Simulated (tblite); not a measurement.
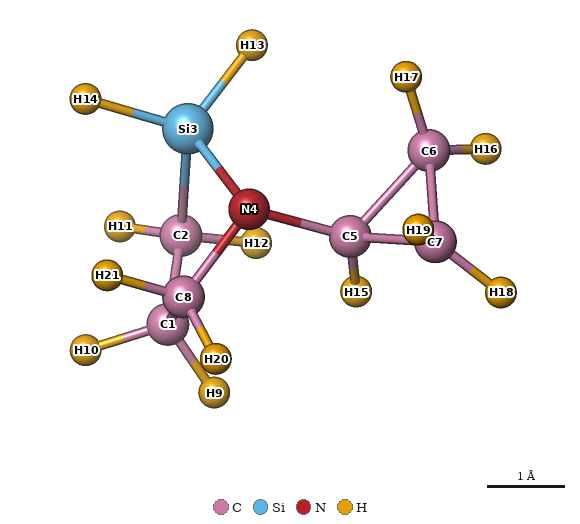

C6H13NSi, before the relaxation. Style: ball-and-stick. Shown at a tilt.

All numbers below come from GFN2-xTB geometry optimisation, gas phase in tblite.

```xyz
21

C    -1.6073   -1.0881    0.1915
C    -1.8926    0.0895   -0.7153
Si   -0.9919    1.4371    0.2742
N     0.2541    0.2825    0.8527
C     1.0523   -0.1637   -0.2816
C     2.0431    0.8748   -0.8124
C     2.5345   -0.3540   -0.0536
C    -0.6255   -0.7889    1.2467
H    -1.3407   -2.0189   -0.3735
H    -2.6020   -1.3351    0.6846
H    -2.9436    0.2934   -0.8732
H    -1.3585   -0.0735   -1.6726
H    -0.4531    2.4754   -0.5870
H    -1.8675    1.9224    1.3194
H     0.6007   -0.8637   -0.9964
H     2.2254    0.8618   -1.8802
H     2.1368    1.8481   -0.2734
H     3.0470   -1.0774   -0.7335
H     2.9539   -0.2101    0.9592
H     0.0056   -1.6524    1.5503
H    -1.1796   -0.4423    2.1734
```

> Predict the outcome.

The energy falls by 1.170 eV in 147 geometry steps. The atom that moves furthest after the best rigid fit is H12 (2.51 Å). By element the largest moves are H 2.51 Å, N 1.24 Å, C 1.14 Å, Si 0.72 Å. Some distances before and after: Si3–N4 1.795 → 1.717 Å, C1–C8 1.472 → 1.525 Å, C1–H10 1.137 → 1.092 Å, N4–C5 1.457 → 1.416 Å. Bond angles that change, for instance: Si3–N4–C5 109.1° → 127.8°, Si3–N4–C8 98.2° → 113.6°, C6–C7–H18 111.5° → 118.8°. Groups turn about C2–Si3 by about 55°, C1–C2 by about 55°, C1–C8 by about 20°.

History of the run:

```
step  E − E(0), eV
   0        0.0000
   1       -0.3161
   2       -0.3808
   3       -0.4339
   4       -0.4565
   5       -0.4837
   6       -0.5015
   7       -0.5150
   8       -0.5253
   9       -0.5363
  10       -0.5465
  17       -0.5991
  24       -0.7010
  32       -0.7796
  39       -0.8482
  46       -0.9112
  53       -0.9946
  60       -1.0681
  68       -1.0972
  75       -1.1193
  82       -1.1313
  89       -1.1354
  97       -1.1386
 104       -1.1436
 111       -1.1479
 118       -1.1515
 125       -1.1545
 133       -1.1621
 140       -1.1692
 147       -1.1704
```

The structure at the end:

```xyz
21

C    -2.0819   -1.0979    0.1157
C    -2.3850    0.3909    0.2662
Si   -0.8157    1.2327   -0.3921
N     0.1060   -0.2111   -0.2770
C     1.5109   -0.3546   -0.3793
C     2.3722    0.8074   -0.7495
C     2.4318    0.2555    0.6451
C    -0.5946   -1.2960    0.3879
H    -2.2898   -1.4023   -0.9114
H    -2.6854   -1.7149    0.7844
H    -2.5419    0.6367    1.3162
H    -3.2950    0.6614   -0.2630
H    -0.8793    1.6823   -1.7867
H    -0.4160    2.3524    0.4770
H     1.8013   -1.3273   -0.7725
H     3.2083    0.6319   -1.4094
H     1.8949    1.7633   -0.8934
H     3.3115   -0.2905    0.9507
H     1.9777    0.8408    1.4297
H    -0.2438   -2.2558   -0.0085
H    -0.3951   -1.2880    1.4690
```

The end point in the same view:

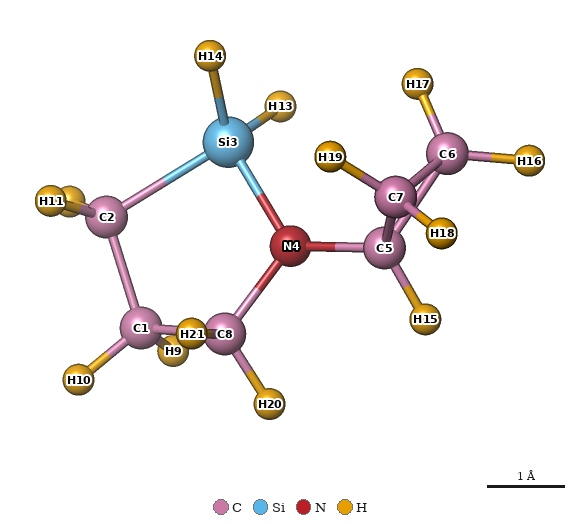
